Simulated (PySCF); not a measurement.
# CH5FGe (SMILES [CH3][GeH2][F]): r2SCAN/cc-pVDZ

What is the vertical ionisation energy of CH5FGe at r2SCAN/cc-pVDZ? Input form: a Python script.

The calculation is run with PySCF 2.14.0.

2 further runs of the same task are left out: 2 set aside as unsound or not needed.

## Step 1: The structure to begin with

The species is CH5FGe (8 atoms), meant as a singlet with charge 0. As SMILES, `[CH3][GeH2][F]`. The coordinates come from a PBE0-D4/def2-TZVP relaxation.

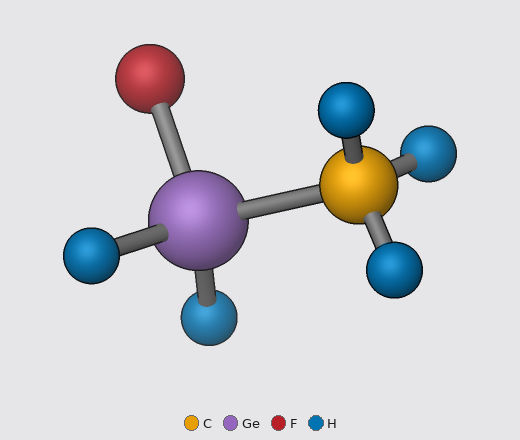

The structure, seen from a chosen angle (carbon amber, germanium purple, fluorine red, hydrogen blue).

## Step 2: A single-point energy at r2SCAN/cc-pVDZ

input.py

```python
from pyscf import gto, dft

mol = gto.M(
    atom='''
C     -1.130434     1.491183    -0.627578
Ge     0.884959    -1.388004     0.391929
F      2.715536    -0.385315     2.952130
H     -2.323418     0.994185    -2.235735
H      0.099400     3.052853    -1.169740
H     -2.334190     2.094194     0.932013
H      2.783945    -2.246506    -1.632912
H     -0.695608    -3.612400     1.390083
''',
    verbose=3,
    basis='cc-pvdz',
    charge=0,
    max_memory=1860,
    unit='bohr',
)

mf = dft.RKS(mol)
mf.xc = 'r2scan'
mf.conv_tol = 1e-10
mf.grids.level = 4
mf.kernel()
if not mf.converged:
    mf = mf.newton().run(mf.mo_coeff, mf.mo_occ)

e_tot = mf.e_tot
print(f'total energy: {e_tot:.8f} hartree')
```

On the command line:

```console
$ OMP_NUM_THREADS=1 python input.py
```

The program printed:

```text
converged SCF energy = -2217.88179223908
total energy: -2217.88179224 hartree
```

It took 21 s on 1 thread of Arm Neoverse V1, shared host; peak memory 0.41 GiB.

## Step 3: The doublet cation

calc.py

```python
from pyscf import gto, dft

mol = gto.M(
    atom='''
C   -0.598200   0.789100  -0.332100
Ge   0.468300  -0.734500   0.207400
F    1.437000  -0.203900   1.562200
H   -1.229500   0.526100  -1.183100
H    0.052600   1.615500  -0.619000
H   -1.235200   1.108200   0.493200
H    1.473200  -1.188800  -0.864100
H   -0.368100  -1.911600   0.735600
''',
    basis='cc-pvdz',
    verbose=3,
    charge=1,
    max_memory=1860,
    spin=1,
)

ks = dft.UKS(mol, xc='r2scan')
ks.grids.level = 4
ks.conv_tol = 1e-10
ks.kernel()
if not ks.converged:
    ks = ks.newton().run(ks.mo_coeff, ks.mo_occ)

energy = ks.e_tot
print('Final energy', energy)
```

On the command line:

```console
$ OMP_NUM_THREADS=1 python calc.py
```

The program printed:

```text
converged SCF energy = -2217.47542533507  <S^2> = 0.75563152  2S+1 = 2.0056236
Final energy -2217.475425335065
```

Run time: 56 s. Hardware: 1 thread of Arm Neoverse V1, shared host; peak memory 0.46 GiB.

## Step 4: Results

At r2SCAN/cc-pVDZ:

| quantity | value |
| --- | --- |
| singlet CH5FGe: total energy | -2217.88179 Eh |
| singlet CH5FGe: dipole moment | 2.42 D |
| singlet CH5FGe: HOMO energy | -7.81 eV |
| singlet CH5FGe: LUMO energy | 0.16 eV |
| singlet CH5FGe: HOMO–LUMO gap | 7.96 eV |
| doublet cation: total energy | -2217.47543 Eh |
| doublet cation: HOMO energy (highest over α and β) | -14.54 eV |
| doublet cation: LUMO energy (lowest over α and β) | -14.21 eV |
| doublet cation: ⟨S²⟩ | 0.756 |
| vertical ionisation energy (to the doublet cation) | 11.058 eV |

What this shows: The vertical ionisation energy comes to 11.06 eV (1067 kJ/mol). The negative HOMO energy of the first species, 7.81 eV, lies 3.25 eV below that difference.
